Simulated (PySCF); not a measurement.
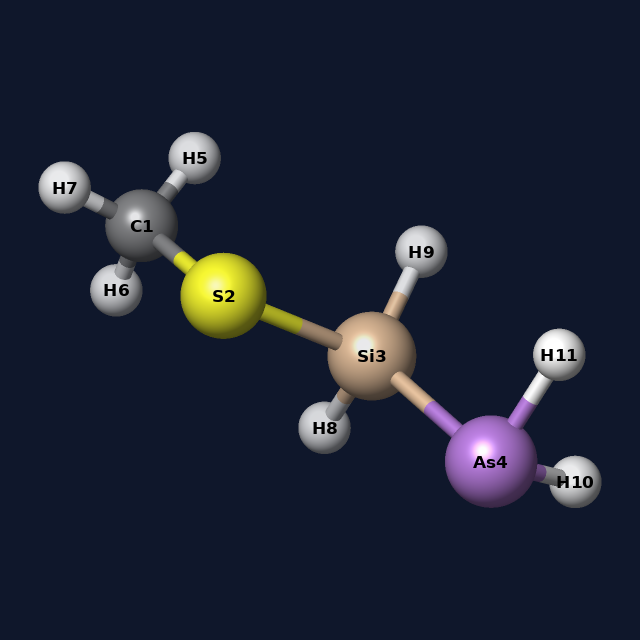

The geometry was computed by an optimisation with GFN2-xTB. No frequency run is at hand to confirm it as a minimum. Properties computed with delta-SCF UKS SCAN, pcX-2 on the ionised atom, pcseg-1 elsewhere, spin-free X2C (PySCF 2.14.0).

Give the core-electron binding energies (to vacuum; p and d levels without spin–orbit splitting) of C1 1s, S2 1s, S2 2p, Si3 1s, Si3 2p.

```csv
atom,level,binding energy (eV)
C1,1s,291.2
S2,1s,2476.4
S2,2p,169.0
Si3,1s,1846.6
Si3,2p,107.0
```

The geometry is semi-empirical. Around As, Si such bond lengths and angles can be off by a tenth of an ångström or more and by several degrees, and values that hang on the shape move with them.
